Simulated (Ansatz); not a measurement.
H6PSi2 (SMILES [SiH3][SiH2][PH]) (doublet)

Input

```
basis:
  gaussian:
    orbitals: def2-TZVPD
crystal:
  periodic: [false, false, false]
  atoms:
    - symbol: P
      position_ang: [0.879775, -3.071101, -0.026283]
    - symbol: Si
      position_ang: [-1.197415, 0.034578, -0.169762]
    - symbol: Si
      position_ang: [0.541905, -1.071202, 0.966296]
    - symbol: H
      position_ang: [-1.476398, 1.370719, 0.442134]
    - symbol: H
      position_ang: [-2.439967, -0.793516, -0.116758]
    - symbol: H
      position_ang: [-0.806681, 0.227978, -1.599751]
    - symbol: H
      position_ang: [1.776110, -0.221742, 0.925373]
    - symbol: H
      position_ang: [0.155035, -1.285286, 2.394424]
    - symbol: H
      position_ang: [1.426842, -2.430597, -1.187834]
hamiltonian:
  xc: {name: PBE0}
output: {forces: true, orbitals: {seedname: orbitals}}
magnetization:
  spin_polarized: true
  initial_magnetization: 1
```

Command:

```sh
ansatz run input.yaml --threads 2 --pin off --max-ram 4350MiB --events-out events.jsonl --progress --plain --runs-dir runs
```

Geometry: r2SCAN-D4/def2-SVP.

Method: isolated molecule in a Gaussian basis; Kohn-Sham density functional theory, functional PBE0 (Ansatz 0.2.0).

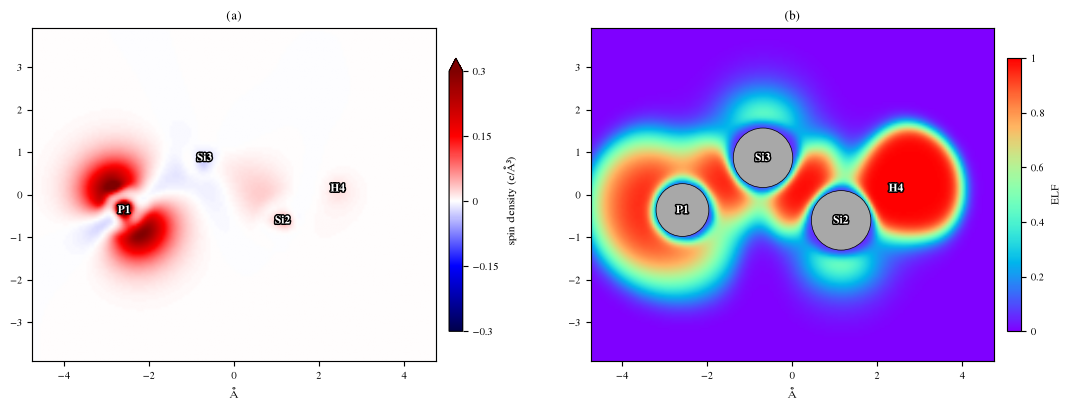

Figure 1. (a) spin density (α minus β); (b) ELF on the plane of atoms P1, Si3 and Si2. Grey discs cover the atomic cores in the ELF map.

Q: Read the bonding off the picture.

A: The section cuts through P, Si and H sites. Si–P (2.26 Å): the ELF peaks at about 0.95 between the atoms (a shared electron pair). Si–Si (2.35 Å): the ELF peaks at about 1 between the atoms (a covalent bond). Si–H (1.50 Å): the ELF climbs to about 1 towards the hydrogen, as it does in any bond to H. The ELF also peaks beside P1, away from the bonds: non-bonding electrons, paired or unpaired. The unpaired spin (1 electron) lies mostly on P1 (about 0.8), in electrons by Hirshfeld's partition.

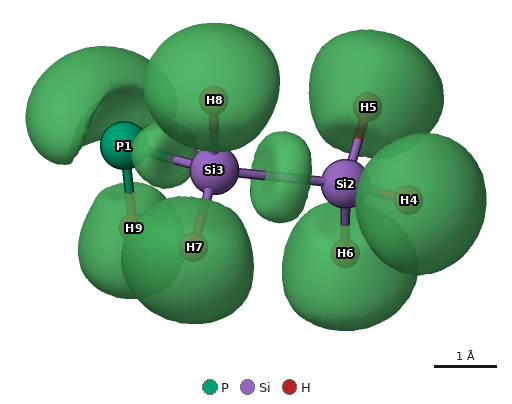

Figure 2. Isosurface of the electron localisation function at 0.85 (green), seen from one side. Only the valence region is drawn (cores and ρ < 0.01 e/Å³ removed).

Q: Where are the electrons localised?

A: The ELF exceeds this value in one region between bonded P–Si atoms (shared pairs), one region between bonded Si–Si atoms (shared pairs), six regions around hydrogen nuclei and one lobe on P, pointing away from the bonds (non-bonding electrons).

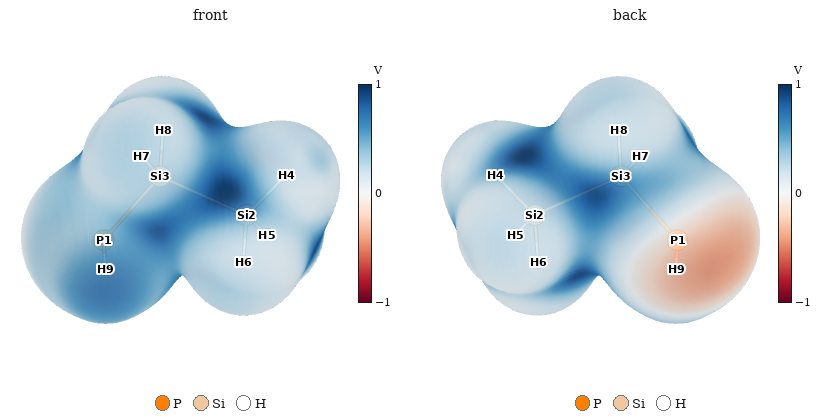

Figure 3. The electrostatic potential painted on the density surface at 0.002 e/bohr³, seen from the front and from behind; the colour scale runs from red (negative) to blue (positive).

Q: Where is the surface potential most negative and most positive?

A: The most negative region (about −0.4 V) lies over P1, the most positive (about +1.0 V) over Si2 and Si3.

Q: How polar is the molecule by this calculation?

A: Its dipole moment is 0.64 D.
